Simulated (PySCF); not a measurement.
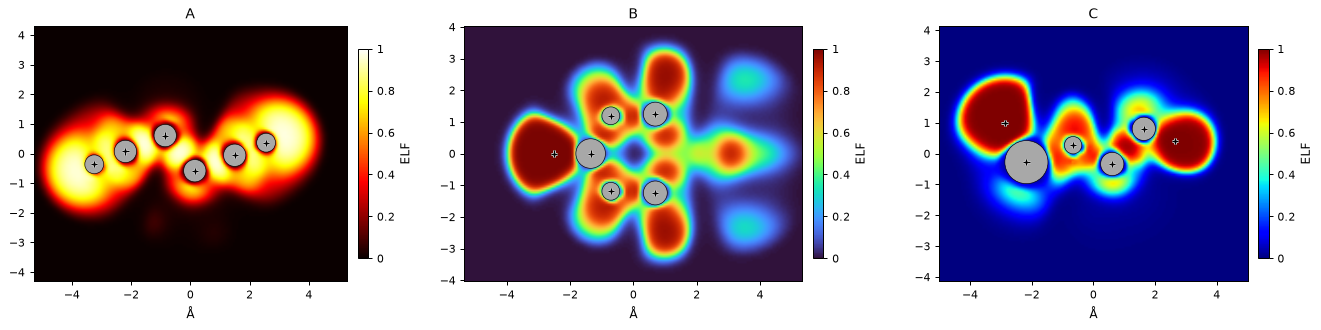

The ELF of 3 systems, each on a plane through atoms (crosses mark nuclei in the plane; grey discs cover the cores).

Method: PBE0/pcSseg-1, SCF density, gas phase, non-relativistic (PySCF 2.14.0).

System 1: C$_{4}$H$_{6}$BCl$_{3}$O$_{2}$ (SMILES ClC(Cl)(Cl)C1COBOC1), the plane of atoms B8, O9 and C10. Geometry: GFN2-xTB.

```xyz
16

Cl   -2.2239    1.9087   -1.0517
C    -1.7439    0.2429   -0.6421
Cl   -2.2451   -0.8078   -1.9902
Cl   -2.6462   -0.2498    0.8050
C    -0.2423    0.1569   -0.4273
C     0.2253   -1.2737   -0.1056
O     1.6102   -1.3120    0.1371
B     2.2462   -0.2258    0.6281
O     1.6284    0.9421    0.9108
C     0.2439    1.0798    0.7044
H     0.2500    0.4722   -1.3549
H     0.0257   -1.9433   -0.9483
H    -0.3041   -1.6503    0.7782
H     3.3942   -0.2989    0.8137
H    -0.2828    0.8391    1.6360
H     0.0567    2.1289    0.4543
```

System 2: C$_{5}$H$_{6}$N$_{2}$O$_{2}$Si, the plane of atoms C2, C3 and C8. Geometry: GFN2-xTB.

```yaml
atoms:
  - { symbol: N, position_ang: [-1.4657, -2.1664, 1.6131] }
  - { symbol: C, position_ang: [-1.3082, -1.3106, 0.8736] }
  - { symbol: C, position_ang: [-1.0934, -0.2233, -0.0527] }
  - { symbol: C, position_ang: [-0.2138, -0.6920, -1.2259] }
  - { symbol: O, position_ang: [1.0697, -1.0626, -0.8319] }
  - { symbol: Si, position_ang: [1.9075, -0.3122, 0.3524] }
  - { symbol: O, position_ang: [0.8458, 0.6223, 1.1886] }
  - { symbol: C, position_ang: [-0.4166, 0.9508, 0.7007] }
  - { symbol: C, position_ang: [-0.3529, 2.0931, -0.1994] }
  - { symbol: N, position_ang: [-0.2872, 2.9737, -0.9239] }
  - { symbol: H, position_ang: [-2.0618, 0.1095, -0.4434] }
  - { symbol: H, position_ang: [-0.1562, 0.1197, -1.9637] }
  - { symbol: H, position_ang: [-0.6732, -1.5667, -1.7013] }
  - { symbol: H, position_ang: [2.3354, -1.3274, 1.2896] }
  - { symbol: H, position_ang: [2.8983, 0.5657, -0.2553] }
  - { symbol: H, position_ang: [-1.0352, 1.2353, 1.5680] }
```

System 3: C$_{4}$H$_{12}$OSi (SMILES CC(C)(C)O[SiH3]), the plane of atoms C2, C4 and H13. Geometry: GFN2-xTB.

```xyz
18

C    -0.6557   -0.7355   -1.2154
C    -0.3857    0.1791   -0.0194
C    -0.6927   -0.5538    1.2877
C    -1.2371    1.4487   -0.1240
O     0.9568    0.6017   -0.0301
Si    2.3775   -0.1527    0.0454
H    -1.7104   -0.9923   -1.2642
H    -0.3704   -0.2310   -2.1353
H    -0.0723   -1.6485   -1.1261
H    -0.4354    0.0794    2.1334
H    -0.1070   -1.4677    1.3491
H    -1.7485   -0.8053    1.3410
H    -2.2951    1.2014   -0.1193
H    -1.0216    2.1059    0.7146
H    -0.9988    1.9762   -1.0440
H     2.5813   -1.0869   -1.0679
H     3.2589    1.0022   -0.0259
H     2.5472   -0.9146    1.2886
```

**Which map belongs to which system?**

Panel A is system 2, C$_{5}$H$_{6}$N$_{2}$O$_{2}$Si: the plane holds N and C. C–N (1.14 Å): the ELF peaks at about 0.85 between the atoms: a multiple bond. Panel B is system 1, C$_{4}$H$_{6}$BCl$_{3}$O$_{2}$: the plane holds C, O, B and H. B–O (1.35 Å): the ELF peaks at about 0.90 between the atoms, as expected for a short, strongly polar bond. Panel C is system 3, C$_{4}$H$_{12}$OSi: the plane holds C, O, Si and H. C–O (1.41 Å): the ELF peaks at about 0.90 between the atoms, as expected for a shared but strongly polarised pair.
